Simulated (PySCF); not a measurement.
# [Er(OH)2]+: other functionals and bases at one geometry

Aim: see how levels, charges and forces of [Er(OH)2]+ depend on the level of theory. It is a constructed species; whether it can be made isn't addressed.

Method: several levels, as the steps say, no spin–orbit coupling; program: PySCF 2.14.0.

1 further run of the same task is left out (for a known fault of the program).

### 1 Starting geometry

5 atoms, charge 1, spin multiplicity 1.

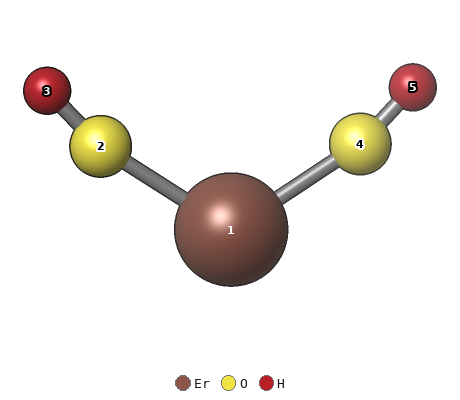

The geometry (erbium brown, oxygen yellow, hydrogen red); atoms are numbered from 1 in the order of the file.

Geometry (Å):

```
atom    x (Å)    y (Å)    z (Å)
 Er1   0.0000   0.0000  -0.5461
  O2   1.6241  -0.0346   0.5022
  H3   2.2867  -0.0494   1.1998
  O4  -1.6241   0.0346   0.5022
  H5  -2.2867   0.0494   1.1998
```

Formal oxidation states: Er +3. Each metal's 11 4f electrons lie in its core potential, so multiplicities, spins and levels count the valence alone. An earlier session relaxed this geometry at PBE0, Er lcecp-1-SVP with ECP57, O def2-SVP, H def2-SVP (singlet, point group C2v).

At PBE0 on the finer grid: E = -189.496045 Eh, HOMO -13.72 eV, LUMO -7.22 eV, Mulliken charge on Er1 +1.38 e, largest force component 0.007 eV/Å. 

Levels to run: revPBE; PBE; PBE0, TZVP. Hardware: 2 threads of Arm Neoverse V2, shared host.

### 2 revPBE

The input, run.py (the lines that set the calculation):

```python
mol = gto.M(atom='''
Er     0.00000     0.00000    -0.54606
O      1.62407    -0.03462     0.50222
H      2.28669    -0.04941     1.19975
O     -1.62407     0.03462     0.50222
H     -2.28669     0.04941     1.19975''',
    basis={'Er': 'lcecp-1-SVP', 'O': 'def2-SVP', 'H': 'def2-SVP'},
    ecp={'Er': 'lcecp-1-SVP'},
    charge=1, spin=0)
mf = dft.RKS(mol, xc='PBE_R,PBE')
mf.grids.atom_grid = (75, 302)  # f atoms: unpruned, at least (60, 302)
mf = mf.density_fit()  # fitting sets: Er AutoAux, O def2-universal-JKFIT, H def2-universal-JKFIT
mf.conv_tol = 1e-08; mf.max_cycle = 55
mf.kernel(dm0)  # dm0: the density of the relaxed state
```

Command:

```bash
> OMP_NUM_THREADS=2 python run.py
```

Output:

```text
init E= -189.650595384327
  HOMO = -0.434254819878341  LUMO = -0.295374106756434  gap/eV = 3.77914
cycle= 1 E= -189.649096132969  delta_E= 0.0015  |g|= 0.128  |ddm|= 0.256
  HOMO = -0.469692242744703  LUMO = -0.281068746002841  gap/eV = 5.13271
cycle= 2 E= -189.62638760181  delta_E= 0.0227  |g|= 0.348  |ddm|= 0.373
  HOMO = -0.443275869509943  LUMO = -0.287923296980392  gap/eV = 4.22736
cycle= 3 E= -189.653155244035  delta_E= -0.0268  |g|= 0.0186  |ddm|= 0.24
  HOMO = -0.44373846357662  LUMO = -0.290434727822156  gap/eV = 4.17161
cycle= 4 E= -189.653278928374  delta_E= -0.000124  |g|= 0.00247  |ddm|= 0.0289
  HOMO = -0.443424012903986  LUMO = -0.290294949003307  gap/eV = 4.16685
cycle= 5 E= -189.653280185289  delta_E= -1.26e-06  |g|= 0.000399  |ddm|= 0.00231
  HOMO = -0.44343012505766  LUMO = -0.290270267397478  gap/eV = 4.16769
cycle= 6 E= -189.653280223195  delta_E= -3.79e-08  |g|= 0.000107  |ddm|= 0.000461
  HOMO = -0.443429487873389  LUMO = -0.290266067695349  gap/eV = 4.16779
cycle= 7 E= -189.653280225892  delta_E= -2.7e-09  |g|= 2.33e-05  |ddm|= 9.35e-05
  HOMO = -0.443436716061736  LUMO = -0.290264230366144  gap/eV = 4.16804
Extra cycle  E= -189.653280225067  delta_E= 8.25e-10  |g|= 6.61e-05  |ddm|= 6.58e-05
converged SCF energy = -189.653280225067
```

Run time: 2.4 s. Hardware: 2 threads of Arm Neoverse V2, shared host.

Read off: E = -189.653280 Eh, HOMO -12.07 eV, LUMO -7.90 eV, Mulliken charge on Er1 +1.24 e, largest force component 0.565 eV/Å. 

### 3 PBE

run.py (the lines that set the calculation), as its differences from that of step 2:

```diff
@@ -9,3 +9,3 @@
     charge=1, spin=0)
-mf = dft.RKS(mol, xc='PBE_R,PBE')
+mf = dft.RKS(mol, xc='PBE')
 mf.grids.atom_grid = (75, 302)  # f atoms: unpruned, at least (60, 302)
```

Command:

```bash
> OMP_NUM_THREADS=2 python run.py
```

Output:

```text
init E= -189.513027139527
  HOMO = -0.436089056593801  LUMO = -0.297978226715525  gap/eV = 3.75819
cycle= 1 E= -189.511605276398  delta_E= 0.00142  |g|= 0.131  |ddm|= 0.265
  HOMO = -0.472448780909395  LUMO = -0.283390017640414  gap/eV = 5.14455
cycle= 2 E= -189.487361944786  delta_E= 0.0242  |g|= 0.359  |ddm|= 0.386
  HOMO = -0.445644763183977  LUMO = -0.290349695214875  gap/eV = 4.22579
cycle= 3 E= -189.515869830371  delta_E= -0.0285  |g|= 0.0213  |ddm|= 0.246
  HOMO = -0.446103462563063  LUMO = -0.293145372169924  gap/eV = 4.16220
cycle= 4 E= -189.516032149021  delta_E= -0.000162  |g|= 0.00268  |ddm|= 0.0318
  HOMO = -0.445724619731021  LUMO = -0.293030481473178  gap/eV = 4.15502
cycle= 5 E= -189.516033540203  delta_E= -1.39e-06  |g|= 0.000487  |ddm|= 0.00247
  HOMO = -0.445740515136547  LUMO = -0.29300638064479  gap/eV = 4.15611
cycle= 6 E= -189.516033598307  delta_E= -5.81e-08  |g|= 0.000132  |ddm|= 0.000516
  HOMO = -0.445742540709831  LUMO = -0.293000521707651  gap/eV = 4.15632
cycle= 7 E= -189.516033602559  delta_E= -4.25e-09  |g|= 2.4e-05  |ddm|= 0.000111
  HOMO = -0.445749999553494  LUMO = -0.292998986410755  gap/eV = 4.15657
Extra cycle  E= -189.516033601676  delta_E= 8.83e-10  |g|= 6.84e-05  |ddm|= 6.71e-05
converged SCF energy = -189.516033601676
```

Wall time 2.4 s (2 threads of Arm Neoverse V2, shared host).

Result: E = -189.516034 Eh, HOMO -12.13 eV, LUMO -7.97 eV, Mulliken charge on Er1 +1.23 e, largest force component 0.414 eV/Å. 

### 4 PBE0, TZVP

Basis: Er lcecp-1-TZVP with ECP57, O def2-TZVP, H def2-TZVP. 

The input, run.py (the lines that set the calculation):

```python
mol = gto.M(atom='''
Er     0.00000     0.00000    -0.54606
O      1.62407    -0.03462     0.50222
H      2.28669    -0.04941     1.19975
O     -1.62407     0.03462     0.50222
H     -2.28669     0.04941     1.19975''',
    basis={'Er': 'lcecp-1-TZVP', 'O': 'def2-TZVP', 'H': 'def2-TZVP'},
    ecp={'Er': 'lcecp-1-TZVP'},
    charge=1, spin=0)
mf = dft.RKS(mol, xc='PBE0')
mf.grids.atom_grid = (75, 302)  # f atoms: unpruned, at least (60, 302)
mf = mf.density_fit()  # fitting sets: Er AutoAux, O def2-universal-JKFIT, H def2-universal-JKFIT
mf.conv_tol = 1e-08; mf.max_cycle = 55
mf.kernel(dm0)  # dm0: free metal ions and neutral atoms
```

Command:

```bash
> OMP_NUM_THREADS=2 python run.py
```

Output:

```text
init E= -189.366000773621
  HOMO = -0.699795978387413  LUMO = -0.330067526525259  gap/eV = 10.06082
cycle= 1 E= -189.320344277667  delta_E= 0.0457  |g|= 1.38  |ddm|= 2.02
  HOMO = -0.275713592645404  LUMO = -0.273017825892237  gap/eV = 0.07336
cycle= 2 E= -187.076241733445  delta_E= 2.24  |g|= 3.49  |ddm|= 2.26
  HOMO = -0.499444298920486  LUMO = -0.228225839820571  gap/eV = 7.38023
cycle= 3 E= -189.657118411895  delta_E= -2.58  |g|= 0.273  |ddm|= 1.83
  HOMO = -0.507843109400224  LUMO = -0.276047899255484  gap/eV = 6.30747
cycle= 4 E= -189.676887676026  delta_E= -0.0198  |g|= 0.0913  |ddm|= 0.349
  HOMO = -0.50407612484804  LUMO = -0.265331729419561  gap/eV = 6.49657
cycle= 5 E= -189.678871084692  delta_E= -0.00198  |g|= 0.0146  |ddm|= 0.0784
  HOMO = -0.505728128782974  LUMO = -0.264476921184833  gap/eV = 6.56478
cycle= 6 E= -189.678915610506  delta_E= -4.45e-05  |g|= 0.00437  |ddm|= 0.011
  HOMO = -0.506072552171635  LUMO = -0.264447218408893  gap/eV = 6.57496
cycle= 7 E= -189.67891938273  delta_E= -3.77e-06  |g|= 0.000254  |ddm|= 0.00266
  HOMO = -0.506096761585095  LUMO = -0.264455398445083  gap/eV = 6.57540
cycle= 8 E= -189.678919399374  delta_E= -1.66e-08  |g|= 2.56e-05  |ddm|= 0.000241
  HOMO = -0.50609594286312  LUMO = -0.264454495165541  gap/eV = 6.57540
cycle= 9 E= -189.678919399697  delta_E= -3.23e-10  |g|= 7.06e-06  |ddm|= 3.94e-05
  HOMO = -0.506095068476969  LUMO = -0.264455297582007  gap/eV = 6.57535
Extra cycle  E= -189.678919399708  delta_E= -1.11e-11  |g|= 7.74e-06  |ddm|= 1.26e-05
converged SCF energy = -189.678919399708
```

It took 5.8 s on 2 threads of Arm Neoverse V2, shared host.

Result: E = -189.678919 Eh, HOMO -13.77 eV, LUMO -7.20 eV, Mulliken charge on Er1 +1.77 e, largest force component 0.172 eV/Å. 

### 5 Results

| level | state | HOMO (eV) | gap (eV) | charge on Er1 (e) | dipole (D) | largest force (eV/Å) | basis functions | time |
| --- | --- | --- | --- | --- | --- | --- | --- | --- |
| PBE0 (relaxed here) | singlet | -13.72 | 6.51 | 1.38 | 2.43 | 0.01 | 71 | 4.6 s |
| revPBE | singlet | -12.07 | 4.17 | 1.24 | 2.07 | 0.57 | 71 | 2.4 s |
| PBE | singlet | -12.13 | 4.16 | 1.23 | 2.01 | 0.41 | 71 | 2.4 s |
| PBE0, TZVP | singlet | -13.77 | 6.58 | 1.77 | 2.62 | 0.17 | 121 | 5.8 s |

Times are on 2 threads of Arm Neoverse V2, shared host; the first row also made further properties. The dipole of a charged species depends on the origin, so these sizes hold for this origin alone.

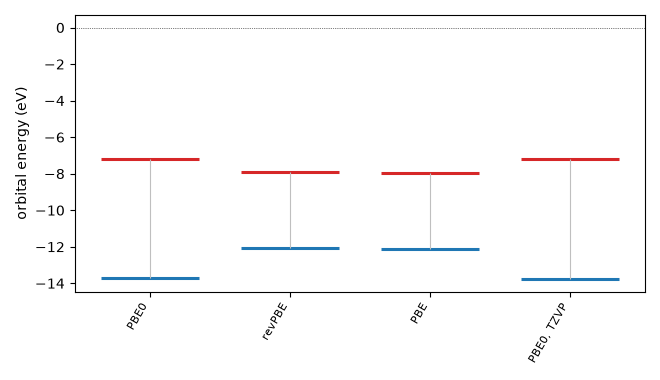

Highest filled and lowest empty level, method by method.

In one basis the HOMO–LUMO gap runs from 4.16 eV (PBE) to 6.51 eV (PBE0). The largest leftover force, 0.57 eV/Å with revPBE, stands at a geometry relaxed at another level. The Mulliken charge on Er spans +1.23 to +1.77 e over the levels. With 4f in the core, its levels are missing from HOMO and gap. Total energies of different levels can't be compared. Spin–orbit coupling is left out throughout.
